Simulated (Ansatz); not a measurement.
# NH2Br (triplet): B3LYP, r2SCAN0, BHLYP over a scan of the distance Br1–H2 along a hydrogen transfer, cc-pVDZ

Aim: run NH2Br (triplet) with these functionals over a scan of the distance Br1–H2 along a hydrogen transfer, and hold them against the top wave-function level at the same points.

Computed with Ansatz 0.2.0, Gaussian basis. Level: cc-pVDZ, all electrons in the functionals.

Plan: B3LYP, r2SCAN0, BHLYP, at 1.321 Å; 1.421 Å; 1.475 Å; 1.530 Å; 1.585 Å; 1.640 Å; 1.694 Å; 1.749 Å; 1.804 Å.

7 further runs of the same task are left out: 7 that didn't finish.

## 1. The geometry

The geometry derives from fragments relaxed apart (PBE0/def2-TZVP) and kept rigid, so it is no stationary point. A hydrogen atom is moved between rigid fragments. No spin-orbit coupling is included. The filled d shell of Br may be among the frozen orbitals whatever the setting's name suggests; the logs give the count.

4 atoms, charge 0, spin multiplicity 3.

Atoms are counted from 1 here; the program's logs count them from 0.

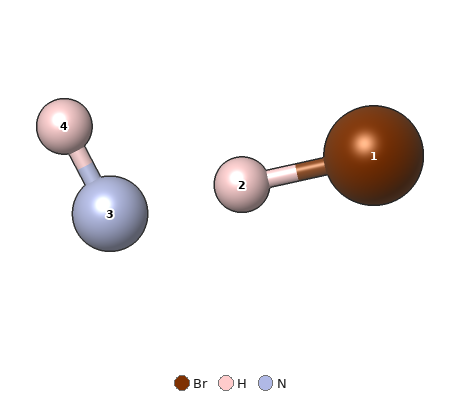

The structure; bromine brown, hydrogen pink, nitrogen light blue; atoms are numbered from 1 in the order of the file.

No dispersion term is added. B3LYP takes the VWN-RPA correlation.

The geometry shown and the zero of energy belong to the point 1.421 Å. The yardstick, UCCSDT(Q), and other wave-function levels (R restricted, U unrestricted, valence and pair active spaces) come from earlier runs.

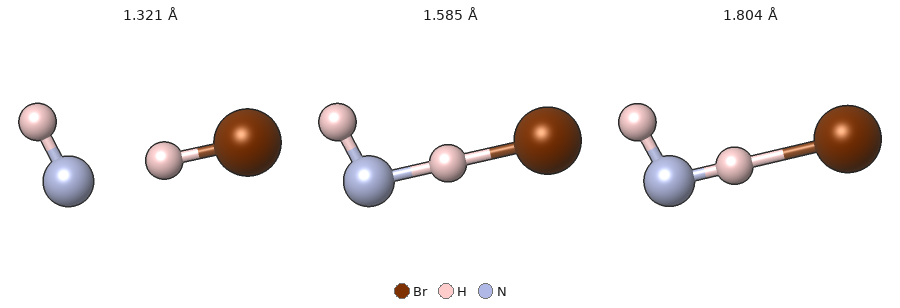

Three points of the scan; sticks are drawn by distance.

## 2. B3LYP, 1.321 Å

in.yaml reads:

```yaml
crystal:
  periodic: [false, false, false]
  atoms:
    - {symbol: Br, position_ang: [-1.819520, 0.251057, 0.000000]}
    - {symbol: H, position_ang: [-0.498520, 0.251057, 0.000000]}
    - {symbol: N, position_ang: [1.024480, 0.251057, 0.000000]}
    - {symbol: H, position_ang: [1.293561, -0.753170, 0.000000]}
basis:
  gaussian: {orbitals: cc-pVDZ}
magnetization: {spin_polarized: true, initial_magnetization: 2}
hamiltonian: {xc: {name: B3LYP}}
```

Run with:

```
> ansatz run in.yaml --threads 1 --pin off --events-out ev --progress --plain --max-ram 2393MiB
```

Log, shortened:

```text
Functional definition: B3LYP
  name "B3LYP"
  cite "Stephens, Devlin, Chabalowski & Frisch, J. Phys. Chem. 98, 11623 (1994) doi:10.1021/j100096a001"
  cite "Becke, Phys. Rev. A 38, 3098 (1988) doi:10.1103/PhysRevA.38.3098"
  cite "Lee, Yang & Parr, Phys. Rev. B 37, 785 (1988) doi:10.1103/PhysRevB.37.785"
  cite "Vosko, Wilk & Nusair, Can. J. Phys. 58, 1200 (1980) doi:10.1139/p80-159"
[...]
544 factors; integrals over basis functions are off by at most 1.4e-3 eV
[...]
mean field -71565.10596497 eV, -2629.9691356417 hartree, gradient 1.1e-5 eV, S^2 2.006189; 0 other end points of the search recorded, 0 dependent functions left out
reference -71565.10613193 eV, -2629.9691417771 hartree; 23, 21 occupied and 28, 30 virtual orbitals, 544 factors
Total energy: -71565.10613193 eV, -2629.9691417771 hartree
```

Wall time 1.6 s (1 thread of Arm Neoverse V2, shared host).

From the report: ⟨S²⟩ of the determinant 2.006 (pure triplet: 2.00).

## 3. B3LYP, 1.421 Å

in.yaml reads:

```yaml
crystal:
  periodic: [false, false, false]
  atoms:
    - {symbol: Br, position_ang: [-1.844420, 0.251057, 0.000000]}
    - {symbol: H, position_ang: [-0.423820, 0.251057, 0.000000]}
    - {symbol: N, position_ang: [0.999580, 0.251057, 0.000000]}
    - {symbol: H, position_ang: [1.268661, -0.753170, 0.000000]}
basis:
  gaussian: {orbitals: cc-pVDZ}
magnetization: {spin_polarized: true, initial_magnetization: 2}
hamiltonian: {xc: {name: B3LYP}}
```

The command is unchanged.

Log, shortened:

```text
Functional definition: B3LYP
  name "B3LYP"
  cite "Stephens, Devlin, Chabalowski & Frisch, J. Phys. Chem. 98, 11623 (1994) doi:10.1021/j100096a001"
  cite "Becke, Phys. Rev. A 38, 3098 (1988) doi:10.1103/PhysRevA.38.3098"
  cite "Lee, Yang & Parr, Phys. Rev. B 37, 785 (1988) doi:10.1103/PhysRevB.37.785"
  cite "Vosko, Wilk & Nusair, Can. J. Phys. 58, 1200 (1980) doi:10.1139/p80-159"
[...]
542 factors; integrals over basis functions are off by at most 1.3e-3 eV
[...]
mean field -71565.40555819 eV, -2629.9801454892 hartree, gradient 1.0e-5 eV, S^2 2.007486; 0 other end points of the search recorded, 0 dependent functions left out
reference -71565.40572449 eV, -2629.9801516006 hartree; 23, 21 occupied and 28, 30 virtual orbitals, 542 factors
Total energy: -71565.40572449 eV, -2629.9801516006 hartree
```

Wall time 1.6 s (1 thread of Arm Neoverse V2, shared host).

From the report: ⟨S²⟩ of the determinant 2.007 (pure triplet: 2.00).

## 4. B3LYP, 1.475 Å

in.yaml reads:

```yaml
crystal:
  periodic: [false, false, false]
  atoms:
    - {symbol: Br, position_ang: [-1.858020, 0.251057, 0.000000]}
    - {symbol: H, position_ang: [-0.383020, 0.251057, 0.000000]}
    - {symbol: N, position_ang: [0.985980, 0.251057, 0.000000]}
    - {symbol: H, position_ang: [1.255061, -0.753170, 0.000000]}
basis:
  gaussian: {orbitals: cc-pVDZ}
magnetization: {spin_polarized: true, initial_magnetization: 2}
hamiltonian: {xc: {name: B3LYP}}
```

Launched as before.

Log, shortened:

```text
Functional definition: B3LYP
  name "B3LYP"
  cite "Stephens, Devlin, Chabalowski & Frisch, J. Phys. Chem. 98, 11623 (1994) doi:10.1021/j100096a001"
  cite "Becke, Phys. Rev. A 38, 3098 (1988) doi:10.1103/PhysRevA.38.3098"
  cite "Lee, Yang & Parr, Phys. Rev. B 37, 785 (1988) doi:10.1103/PhysRevB.37.785"
  cite "Vosko, Wilk & Nusair, Can. J. Phys. 58, 1200 (1980) doi:10.1139/p80-159"
[...]
541 factors; integrals over basis functions are off by at most 1.3e-3 eV
[...]
mean field -71565.49079195 eV, -2629.9832777723 hartree, gradient 2.0e-5 eV, S^2 2.008435; 0 other end points of the search recorded, 0 dependent functions left out
reference -71565.49095784 eV, -2629.9832838687 hartree; 23, 21 occupied and 28, 30 virtual orbitals, 541 factors
Total energy: -71565.49095784 eV, -2629.9832838687 hartree
```

It took 1.7 s on 1 thread of Arm Neoverse V2, shared host.

From the report: ⟨S²⟩ of the determinant 2.008 (pure triplet: 2.00).

From 1.421 Å: -0.085 eV.

## 5. B3LYP, 1.530 Å

in.yaml reads:

```yaml
crystal:
  periodic: [false, false, false]
  atoms:
    - {symbol: Br, position_ang: [-1.871770, 0.251057, 0.000000]}
    - {symbol: H, position_ang: [-0.341770, 0.251057, 0.000000]}
    - {symbol: N, position_ang: [0.972230, 0.251057, 0.000000]}
    - {symbol: H, position_ang: [1.241311, -0.753170, 0.000000]}
basis:
  gaussian: {orbitals: cc-pVDZ}
magnetization: {spin_polarized: true, initial_magnetization: 2}
hamiltonian: {xc: {name: B3LYP}}
```

The command is unchanged.

Log, shortened:

```text
Functional definition: B3LYP
  name "B3LYP"
  cite "Stephens, Devlin, Chabalowski & Frisch, J. Phys. Chem. 98, 11623 (1994) doi:10.1021/j100096a001"
  cite "Becke, Phys. Rev. A 38, 3098 (1988) doi:10.1103/PhysRevA.38.3098"
  cite "Lee, Yang & Parr, Phys. Rev. B 37, 785 (1988) doi:10.1103/PhysRevB.37.785"
  cite "Vosko, Wilk & Nusair, Can. J. Phys. 58, 1200 (1980) doi:10.1139/p80-159"
[...]
541 factors; integrals over basis functions are off by at most 1.3e-3 eV
[...]
mean field -71565.55292329 eV, -2629.9855610567 hartree, gradient 4.8e-5 eV, S^2 2.009362; 0 other end points of the search recorded, 0 dependent functions left out
reference -71565.55308876 eV, -2629.9855671379 hartree; 23, 21 occupied and 28, 30 virtual orbitals, 541 factors
Total energy: -71565.55308876 eV, -2629.9855671379 hartree
```

It took 1.6 s on 1 thread of Arm Neoverse V2, shared host.

From the report: ⟨S²⟩ of the determinant 2.009 (pure triplet: 2.00).

From 1.421 Å: -0.147 eV.

## 6. B3LYP, 1.585 Å

in.yaml reads:

```yaml
crystal:
  periodic: [false, false, false]
  atoms:
    - {symbol: Br, position_ang: [-1.885520, 0.251057, 0.000000]}
    - {symbol: H, position_ang: [-0.300520, 0.251057, 0.000000]}
    - {symbol: N, position_ang: [0.958480, 0.251057, 0.000000]}
    - {symbol: H, position_ang: [1.227561, -0.753170, 0.000000]}
basis:
  gaussian: {orbitals: cc-pVDZ}
magnetization: {spin_polarized: true, initial_magnetization: 2}
hamiltonian: {xc: {name: B3LYP}}
```

Same command.

Log, shortened:

```text
Functional definition: B3LYP
  name "B3LYP"
  cite "Stephens, Devlin, Chabalowski & Frisch, J. Phys. Chem. 98, 11623 (1994) doi:10.1021/j100096a001"
  cite "Becke, Phys. Rev. A 38, 3098 (1988) doi:10.1103/PhysRevA.38.3098"
  cite "Lee, Yang & Parr, Phys. Rev. B 37, 785 (1988) doi:10.1103/PhysRevB.37.785"
  cite "Vosko, Wilk & Nusair, Can. J. Phys. 58, 1200 (1980) doi:10.1139/p80-159"
[...]
541 factors; integrals over basis functions are off by at most 1.3e-3 eV
[...]
mean field -71565.60696408 eV, -2629.9875470194 hartree, gradient 6.0e-5 eV, S^2 2.009968; 2 other end points of the search recorded, 0 dependent functions left out
reference -71565.60712919 eV, -2629.9875530871 hartree; 23, 21 occupied and 28, 30 virtual orbitals, 541 factors
Total energy: -71565.60712919 eV, -2629.9875530871 hartree
```

It took 1.8 s on 1 thread of Arm Neoverse V2, shared host.

From the report: ⟨S²⟩ of the determinant 2.010 (pure triplet: 2.00).

From 1.421 Å: -0.201 eV.

## 7. B3LYP, 1.640 Å

in.yaml reads:

```yaml
crystal:
  periodic: [false, false, false]
  atoms:
    - {symbol: Br, position_ang: [-1.899270, 0.251057, 0.000000]}
    - {symbol: H, position_ang: [-0.259270, 0.251057, 0.000000]}
    - {symbol: N, position_ang: [0.944730, 0.251057, 0.000000]}
    - {symbol: H, position_ang: [1.213811, -0.753170, 0.000000]}
basis:
  gaussian: {orbitals: cc-pVDZ}
magnetization: {spin_polarized: true, initial_magnetization: 2}
hamiltonian: {xc: {name: B3LYP}}
```

The command is unchanged.

Log, shortened:

```text
Functional definition: B3LYP
  name "B3LYP"
  cite "Stephens, Devlin, Chabalowski & Frisch, J. Phys. Chem. 98, 11623 (1994) doi:10.1021/j100096a001"
  cite "Becke, Phys. Rev. A 38, 3098 (1988) doi:10.1103/PhysRevA.38.3098"
  cite "Lee, Yang & Parr, Phys. Rev. B 37, 785 (1988) doi:10.1103/PhysRevB.37.785"
  cite "Vosko, Wilk & Nusair, Can. J. Phys. 58, 1200 (1980) doi:10.1139/p80-159"
[...]
541 factors; integrals over basis functions are off by at most 1.4e-3 eV
[...]
mean field -71565.65935491 eV, -2629.9894723468 hartree, gradient 3.7e-5 eV, S^2 2.010009; 2 other end points of the search recorded, 0 dependent functions left out
reference -71565.65951976 eV, -2629.9894784050 hartree; 23, 21 occupied and 28, 30 virtual orbitals, 541 factors
Total energy: -71565.65951976 eV, -2629.9894784050 hartree
```

It took 2 s on 1 thread of Arm Neoverse V2, shared host.

From the report: ⟨S²⟩ of the determinant 2.010 (pure triplet: 2.00).

From 1.421 Å: -0.254 eV.

## 8. B3LYP, 1.694 Å

in.yaml reads:

```yaml
crystal:
  periodic: [false, false, false]
  atoms:
    - {symbol: Br, position_ang: [-1.912770, 0.251057, 0.000000]}
    - {symbol: H, position_ang: [-0.218770, 0.251057, 0.000000]}
    - {symbol: N, position_ang: [0.931230, 0.251057, 0.000000]}
    - {symbol: H, position_ang: [1.200311, -0.753170, 0.000000]}
basis:
  gaussian: {orbitals: cc-pVDZ}
magnetization: {spin_polarized: true, initial_magnetization: 2}
hamiltonian: {xc: {name: B3LYP}}
```

The command is unchanged.

Log, shortened:

```text
Functional definition: B3LYP
  name "B3LYP"
  cite "Stephens, Devlin, Chabalowski & Frisch, J. Phys. Chem. 98, 11623 (1994) doi:10.1021/j100096a001"
  cite "Becke, Phys. Rev. A 38, 3098 (1988) doi:10.1103/PhysRevA.38.3098"
  cite "Lee, Yang & Parr, Phys. Rev. B 37, 785 (1988) doi:10.1103/PhysRevB.37.785"
  cite "Vosko, Wilk & Nusair, Can. J. Phys. 58, 1200 (1980) doi:10.1139/p80-159"
[...]
540 factors; integrals over basis functions are off by at most 1.4e-3 eV
[...]
mean field -71565.70461757 eV, -2629.9911357189 hartree, gradient 3.1e-5 eV, S^2 2.009469; 2 other end points of the search recorded, 0 dependent functions left out
reference -71565.70478233 eV, -2629.9911417737 hartree; 23, 21 occupied and 28, 30 virtual orbitals, 540 factors
Total energy: -71565.70478233 eV, -2629.9911417737 hartree
```

Wall time 2.3 s (1 thread of Arm Neoverse V2, shared host).

From the report: ⟨S²⟩ of the determinant 2.009 (pure triplet: 2.00).

From 1.421 Å: -0.299 eV.

## 9. B3LYP, 1.749 Å

in.yaml reads:

```yaml
crystal:
  periodic: [false, false, false]
  atoms:
    - {symbol: Br, position_ang: [-1.926520, 0.251057, 0.000000]}
    - {symbol: H, position_ang: [-0.177520, 0.251057, 0.000000]}
    - {symbol: N, position_ang: [0.917480, 0.251057, 0.000000]}
    - {symbol: H, position_ang: [1.186561, -0.753170, 0.000000]}
basis:
  gaussian: {orbitals: cc-pVDZ}
magnetization: {spin_polarized: true, initial_magnetization: 2}
hamiltonian: {xc: {name: B3LYP}}
```

Launched as before.

Log, shortened:

```text
Functional definition: B3LYP
  name "B3LYP"
  cite "Stephens, Devlin, Chabalowski & Frisch, J. Phys. Chem. 98, 11623 (1994) doi:10.1021/j100096a001"
  cite "Becke, Phys. Rev. A 38, 3098 (1988) doi:10.1103/PhysRevA.38.3098"
  cite "Lee, Yang & Parr, Phys. Rev. B 37, 785 (1988) doi:10.1103/PhysRevB.37.785"
  cite "Vosko, Wilk & Nusair, Can. J. Phys. 58, 1200 (1980) doi:10.1139/p80-159"
[...]
541 factors; integrals over basis functions are off by at most 1.5e-3 eV
[...]
mean field -71565.72814837 eV, -2629.9920004599 hartree, gradient 1.2e-5 eV, S^2 2.008522; 2 other end points of the search recorded, 0 dependent functions left out
reference -71565.72831326 eV, -2629.9920065193 hartree; 23, 21 occupied and 28, 30 virtual orbitals, 541 factors
Total energy: -71565.72831326 eV, -2629.9920065193 hartree
```

Wall time 2.3 s (1 thread of Arm Neoverse V2, shared host).

From the report: ⟨S²⟩ of the determinant 2.009 (pure triplet: 2.00).

From 1.421 Å: -0.323 eV.

## 10. B3LYP, 1.804 Å

in.yaml reads:

```yaml
crystal:
  periodic: [false, false, false]
  atoms:
    - {symbol: Br, position_ang: [-1.940270, 0.251057, 0.000000]}
    - {symbol: H, position_ang: [-0.136270, 0.251057, 0.000000]}
    - {symbol: N, position_ang: [0.903730, 0.251057, 0.000000]}
    - {symbol: H, position_ang: [1.172811, -0.753170, 0.000000]}
basis:
  gaussian: {orbitals: cc-pVDZ}
magnetization: {spin_polarized: true, initial_magnetization: 2}
hamiltonian: {xc: {name: B3LYP}}
```

The command is unchanged.

Log, shortened:

```text
Functional definition: B3LYP
  name "B3LYP"
  cite "Stephens, Devlin, Chabalowski & Frisch, J. Phys. Chem. 98, 11623 (1994) doi:10.1021/j100096a001"
  cite "Becke, Phys. Rev. A 38, 3098 (1988) doi:10.1103/PhysRevA.38.3098"
  cite "Lee, Yang & Parr, Phys. Rev. B 37, 785 (1988) doi:10.1103/PhysRevB.37.785"
  cite "Vosko, Wilk & Nusair, Can. J. Phys. 58, 1200 (1980) doi:10.1139/p80-159"
[...]
541 factors; integrals over basis functions are off by at most 1.5e-3 eV
[...]
mean field -71565.70068189 eV, -2629.9909910851 hartree, gradient 3.2e-5 eV, S^2 2.007453; 3 other end points of the search recorded, 0 dependent functions left out
reference -71565.70084713 eV, -2629.9909971577 hartree; 23, 21 occupied and 28, 30 virtual orbitals, 541 factors
Total energy: -71565.70084713 eV, -2629.9909971577 hartree
```

It took 2.4 s on 1 thread of Arm Neoverse V2, shared host.

From the report: ⟨S²⟩ of the determinant 2.007 (pure triplet: 2.00).

From 1.421 Å: -0.295 eV.

## 11. r2SCAN0, 1.321 Å

in.yaml reads:

```yaml
crystal:
  periodic: [false, false, false]
  atoms:
    - {symbol: Br, position_ang: [-1.819520, 0.251057, 0.000000]}
    - {symbol: H, position_ang: [-0.498520, 0.251057, 0.000000]}
    - {symbol: N, position_ang: [1.024480, 0.251057, 0.000000]}
    - {symbol: H, position_ang: [1.293561, -0.753170, 0.000000]}
basis:
  gaussian: {orbitals: cc-pVDZ}
magnetization: {spin_polarized: true, initial_magnetization: 2}
hamiltonian: {xc: {name: r2SCAN0}}
```

Same command.

Log, shortened:

```text
Functional definition: r2SCAN0
  name "r2SCAN0"
  cite "Bursch, Neugebauer, Ehlert & Grimme, J. Chem. Phys. 156, 134105 (2022) doi:10.1063/5.0086040"
  cite "Furness, Kaplan, Ning, Perdew & Sun, J. Phys. Chem. Lett. 11, 8208 (2020) doi:10.1021/acs.jpclett.0c02405"
  cite "Furness, Kaplan, Ning, Perdew & Sun, J. Phys. Chem. Lett. 11, 9248 (2020) doi:10.1021/acs.jpclett.0c03077"
  parent r2scan
[...]
544 factors; integrals over basis functions are off by at most 1.4e-3 eV
[...]
mean field -71563.02320590 eV, -2629.8925956577 hartree, gradient 6.4e-5 eV, S^2 2.010105; 0 other end points of the search recorded, 0 dependent functions left out
reference -71563.02321085 eV, -2629.8925958394 hartree; 23, 21 occupied and 28, 30 virtual orbitals, 544 factors
Total energy: -71563.02321085 eV, -2629.8925958394 hartree
```

Run time: 3.2 s. Hardware: 1 thread of Arm Neoverse V2, shared host.

From the report: ⟨S²⟩ of the determinant 2.010 (pure triplet: 2.00).

## 12. r2SCAN0, 1.421 Å

in.yaml reads:

```yaml
crystal:
  periodic: [false, false, false]
  atoms:
    - {symbol: Br, position_ang: [-1.844420, 0.251057, 0.000000]}
    - {symbol: H, position_ang: [-0.423820, 0.251057, 0.000000]}
    - {symbol: N, position_ang: [0.999580, 0.251057, 0.000000]}
    - {symbol: H, position_ang: [1.268661, -0.753170, 0.000000]}
basis:
  gaussian: {orbitals: cc-pVDZ}
magnetization: {spin_polarized: true, initial_magnetization: 2}
hamiltonian: {xc: {name: r2SCAN0}}
```

Same command.

Log, shortened:

```text
Functional definition: r2SCAN0
  name "r2SCAN0"
  cite "Bursch, Neugebauer, Ehlert & Grimme, J. Chem. Phys. 156, 134105 (2022) doi:10.1063/5.0086040"
  cite "Furness, Kaplan, Ning, Perdew & Sun, J. Phys. Chem. Lett. 11, 8208 (2020) doi:10.1021/acs.jpclett.0c02405"
  cite "Furness, Kaplan, Ning, Perdew & Sun, J. Phys. Chem. Lett. 11, 9248 (2020) doi:10.1021/acs.jpclett.0c03077"
  parent r2scan
[...]
542 factors; integrals over basis functions are off by at most 1.3e-3 eV
[...]
mean field -71563.28192703 eV, -2629.9021034836 hartree, gradient 5.6e-5 eV, S^2 2.012207; 0 other end points of the search recorded, 0 dependent functions left out
reference -71563.28193198 eV, -2629.9021036655 hartree; 23, 21 occupied and 28, 30 virtual orbitals, 542 factors
Total energy: -71563.28193198 eV, -2629.9021036655 hartree
```

Run time: 3.8 s. Hardware: 1 thread of Arm Neoverse V2, shared host.

From the report: ⟨S²⟩ of the determinant 2.012 (pure triplet: 2.00).

## 13. r2SCAN0, 1.475 Å

in.yaml reads:

```yaml
crystal:
  periodic: [false, false, false]
  atoms:
    - {symbol: Br, position_ang: [-1.858020, 0.251057, 0.000000]}
    - {symbol: H, position_ang: [-0.383020, 0.251057, 0.000000]}
    - {symbol: N, position_ang: [0.985980, 0.251057, 0.000000]}
    - {symbol: H, position_ang: [1.255061, -0.753170, 0.000000]}
basis:
  gaussian: {orbitals: cc-pVDZ}
magnetization: {spin_polarized: true, initial_magnetization: 2}
hamiltonian: {xc: {name: r2SCAN0}}
```

The command is unchanged.

Log, shortened:

```text
Functional definition: r2SCAN0
  name "r2SCAN0"
  cite "Bursch, Neugebauer, Ehlert & Grimme, J. Chem. Phys. 156, 134105 (2022) doi:10.1063/5.0086040"
  cite "Furness, Kaplan, Ning, Perdew & Sun, J. Phys. Chem. Lett. 11, 8208 (2020) doi:10.1021/acs.jpclett.0c02405"
  cite "Furness, Kaplan, Ning, Perdew & Sun, J. Phys. Chem. Lett. 11, 9248 (2020) doi:10.1021/acs.jpclett.0c03077"
  parent r2scan
[...]
541 factors; integrals over basis functions are off by at most 1.3e-3 eV
[...]
mean field -71563.34232620 eV, -2629.9043231123 hartree, gradient 6.3e-5 eV, S^2 2.013855; 0 other end points of the search recorded, 0 dependent functions left out
reference -71563.34233115 eV, -2629.9043232942 hartree; 23, 21 occupied and 28, 30 virtual orbitals, 541 factors
Total energy: -71563.34233115 eV, -2629.9043232942 hartree
```

It took 3.3 s on 1 thread of Arm Neoverse V2, shared host.

From the report: ⟨S²⟩ of the determinant 2.014 (pure triplet: 2.00).

From 1.421 Å: -0.060 eV.

## 14. r2SCAN0, 1.530 Å

in.yaml reads:

```yaml
crystal:
  periodic: [false, false, false]
  atoms:
    - {symbol: Br, position_ang: [-1.871770, 0.251057, 0.000000]}
    - {symbol: H, position_ang: [-0.341770, 0.251057, 0.000000]}
    - {symbol: N, position_ang: [0.972230, 0.251057, 0.000000]}
    - {symbol: H, position_ang: [1.241311, -0.753170, 0.000000]}
basis:
  gaussian: {orbitals: cc-pVDZ}
magnetization: {spin_polarized: true, initial_magnetization: 2}
hamiltonian: {xc: {name: r2SCAN0}}
```

The command is unchanged.

Log, shortened:

```text
Functional definition: r2SCAN0
  name "r2SCAN0"
  cite "Bursch, Neugebauer, Ehlert & Grimme, J. Chem. Phys. 156, 134105 (2022) doi:10.1063/5.0086040"
  cite "Furness, Kaplan, Ning, Perdew & Sun, J. Phys. Chem. Lett. 11, 8208 (2020) doi:10.1021/acs.jpclett.0c02405"
  cite "Furness, Kaplan, Ning, Perdew & Sun, J. Phys. Chem. Lett. 11, 9248 (2020) doi:10.1021/acs.jpclett.0c03077"
  parent r2scan
[...]
541 factors; integrals over basis functions are off by at most 1.3e-3 eV
[...]
mean field -71563.37879749 eV, -2629.9056634074 hartree, gradient 4.7e-5 eV, S^2 2.015658; 0 other end points of the search recorded, 0 dependent functions left out
reference -71563.37880244 eV, -2629.9056635893 hartree; 23, 21 occupied and 28, 30 virtual orbitals, 541 factors
Total energy: -71563.37880244 eV, -2629.9056635893 hartree
```

It took 3.2 s on 1 thread of Arm Neoverse V2, shared host.

From the report: ⟨S²⟩ of the determinant 2.016 (pure triplet: 2.00).

From 1.421 Å: -0.097 eV.

## 15. r2SCAN0, 1.585 Å

in.yaml reads:

```yaml
crystal:
  periodic: [false, false, false]
  atoms:
    - {symbol: Br, position_ang: [-1.885520, 0.251057, 0.000000]}
    - {symbol: H, position_ang: [-0.300520, 0.251057, 0.000000]}
    - {symbol: N, position_ang: [0.958480, 0.251057, 0.000000]}
    - {symbol: H, position_ang: [1.227561, -0.753170, 0.000000]}
basis:
  gaussian: {orbitals: cc-pVDZ}
magnetization: {spin_polarized: true, initial_magnetization: 2}
hamiltonian: {xc: {name: r2SCAN0}}
```

Same command.

Log, shortened:

```text
Functional definition: r2SCAN0
  name "r2SCAN0"
  cite "Bursch, Neugebauer, Ehlert & Grimme, J. Chem. Phys. 156, 134105 (2022) doi:10.1063/5.0086040"
  cite "Furness, Kaplan, Ning, Perdew & Sun, J. Phys. Chem. Lett. 11, 8208 (2020) doi:10.1021/acs.jpclett.0c02405"
  cite "Furness, Kaplan, Ning, Perdew & Sun, J. Phys. Chem. Lett. 11, 9248 (2020) doi:10.1021/acs.jpclett.0c03077"
  parent r2scan
[...]
541 factors; integrals over basis functions are off by at most 1.3e-3 eV
[...]
mean field -71563.40911693 eV, -2629.9067776264 hartree, gradient 8.7e-5 eV, S^2 2.017122; 0 other end points of the search recorded, 0 dependent functions left out
reference -71563.40912188 eV, -2629.9067778082 hartree; 23, 21 occupied and 28, 30 virtual orbitals, 541 factors
Total energy: -71563.40912188 eV, -2629.9067778082 hartree
```

It took 3.5 s on 1 thread of Arm Neoverse V2, shared host.

From the report: ⟨S²⟩ of the determinant 2.017 (pure triplet: 2.00).

From 1.421 Å: -0.127 eV.

(Part 1 of 2 ends here.)
